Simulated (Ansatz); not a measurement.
# SiF3 (trifluorosilyl): UHF/3-21G

What is the electronic atomisation energy of SiF3 (trifluorosilyl) at UHF/3-21G? 

The calculation is run with Ansatz 0.2.0.

20 further runs of the same task are left out: 20 set aside as unsound or not needed.

## 1. The structure to begin with

SiF3 has 4 atoms, charge 0, and is taken as a doublet. SMILES: `F[Si](F)F`. The coordinates come from a PBE0-D4/def2-TZVP relaxation.

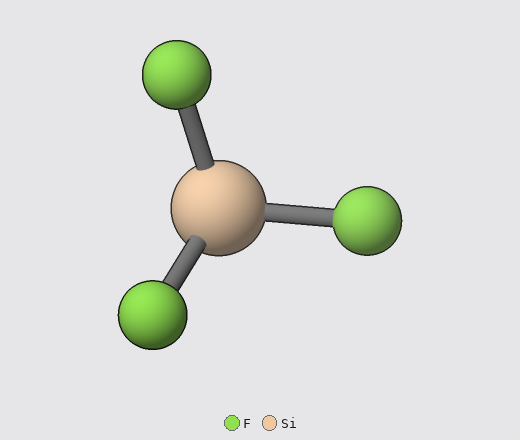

The structure, seen from a chosen angle (fluorine green, silicon light orange).

## 2. The energy at UHF/3-21G

in.yaml reads:

```yaml
crystal:
  periodic: [false, false, false]
  atoms:
    - symbol: F
      position_ang: [0.784850, -0.507040, 1.151700]
    - symbol: Si
      position_ang: [-0.282750, 0.213060, 0.234280]
    - symbol: F
      position_ang: [-0.994260, -0.892250, -0.644340]
    - symbol: F
      position_ang: [0.492160, 1.186230, -0.741640]
basis:
  gaussian:
    orbitals: 3-21G.json
total_charge: 0
magnetization:
  spin_polarized: true
  initial_magnetization: 1
hamiltonian:
  xc: hf
accuracy: high
output: {orbitals: {seedname: orbitals}}
```

The basis set 3-21G is read from a file made from the Basis Set Exchange's data (not shown).

On the command line:

```
$ ansatz run in.yaml --threads 1 --pin off --max-ram 3480MiB --events-out events.jsonl --progress --plain --runs-dir runs
```

Output:

```text
Warning: RAYON_NUM_THREADS=1 ignored (pool sized by the plan → 1); use --threads N
Functional definition: HF
  name "HF"
  exchange = exact_x
  correlation = 0
799 factors; integrals over basis functions are off by at most 5.7e-9 eV
mean field evaluation 1: about -15895.5498 eV, gradient 2.5e1 eV
mean field evaluation 2: about -15895.5590 eV, gradient 2.5e1 eV
mean field evaluation 4: about -15897.9568 eV, gradient 1.5e0 eV
mean field evaluation 8: about -15897.9911 eV, gradient 5.6e-4 eV
mean field -15897.99109708 eV, -584.2403967723 hartree, gradient 2.5e-8 eV, S^2 0.752581; 0 other end points of the search recorded, 0 dependent functions left out
reference -15897.99109708 eV, -584.2403967723 hartree; 21, 20 occupied and 19, 20 virtual orbitals, 799 factors
Total energy: -15897.99109708 eV, -584.2403967723 hartree
```

Run time: 0.42 s. Hardware: 1 thread of Arm Neoverse V1, shared host; peak memory 0.1 GiB.

## 3. The F atom

in.yaml reads:

```yaml
crystal:
  periodic: [false, false, false]
  atoms:
    - {symbol: F, position_ang: [0.000000, 0.000000, 0.000000]}
basis:
  gaussian:
    orbitals: 3-21G.json
magnetization:
  spin_polarized: true
  initial_magnetization: 1
hamiltonian:
  xc: hf
accuracy: high
```

The basis set 3-21G is read from a file made from the Basis Set Exchange's data (not shown).

On the command line:

```
$ ansatz run in.yaml --threads 1 --pin off --max-ram 3480MiB --events-out events.jsonl --progress --plain --runs-dir runs
```

Output:

```text
Warning: RAYON_NUM_THREADS=1 ignored (pool sized by the plan → 1); use --threads N
Functional definition: HF
  name "HF"
  exchange = exact_x
  correlation = 0
42 factors; integrals over basis functions are off by at most 1.1e-8 eV
mean field evaluation 1: about -2689.6565 eV, gradient 4.1e0 eV
mean field evaluation 2: about -2689.6568 eV, gradient 4.1e0 eV
mean field evaluation 4: about -2689.7090 eV, gradient 3.8e-1 eV
mean field evaluation 8: about -2689.7097 eV, gradient 1.4e-7 eV
mean field evaluation 16: about -2689.7097 eV, gradient 2.7e-2 eV
mean field -2689.70972651 eV, -98.8450092986 hartree, gradient 5.0e-8 eV, S^2 0.750308; 0 other end points of the search recorded, 0 dependent functions left out
reference -2689.70972651 eV, -98.8450092986 hartree; 5, 4 occupied and 4, 5 virtual orbitals, 42 factors
Total energy: -2689.70972651 eV, -98.8450092986 hartree
```

Wall time 0.04 s (1 thread of Arm Neoverse V1, shared host).

## 4. The Si atom

job.yaml reads:

```yaml
crystal:
  periodic: [false, false, false]
  atoms:
    - {symbol: Si, position_ang: [0.000000, 0.000000, 0.000000]}
basis:
  gaussian: {orbitals: 3-21G.json}
accuracy: high
hamiltonian: {xc: hf}
magnetization: {spin_polarized: true, initial_magnetization: 2}
```

The basis set 3-21G is read from a file made from the Basis Set Exchange's data (not shown).

Run the same way, it converges to -287.34443 Eh (log not shown).

## 5. Summary of results

At UHF/3-21G:

```
                                    quantity          value
                      molecule: total energy  -584.24040 Eh
molecule: HOMO energy (highest over α and β)      -11.22 eV
 molecule: LUMO energy (lowest over α and β)        0.17 eV
                              molecule: ⟨S²⟩          0.753
                        F atom: total energy   -98.84501 Eh
                                F atom: ⟨S²⟩          0.750
                       Si atom: total energy  -287.34443 Eh
                               Si atom: ⟨S²⟩          2.000
               electronic atomisation energy       9.822 eV
```

In words: Taking the molecule apart into free atoms costs 9.82 eV (226 kcal/mol), before zero-point energy and without spin-orbit coupling. Hartree–Fock lacks the correlation of the bonding pairs, which as a rule makes this value much too low; in minimal bases other errors can mask that. The basis has no polarisation functions, which makes bonds too weak.
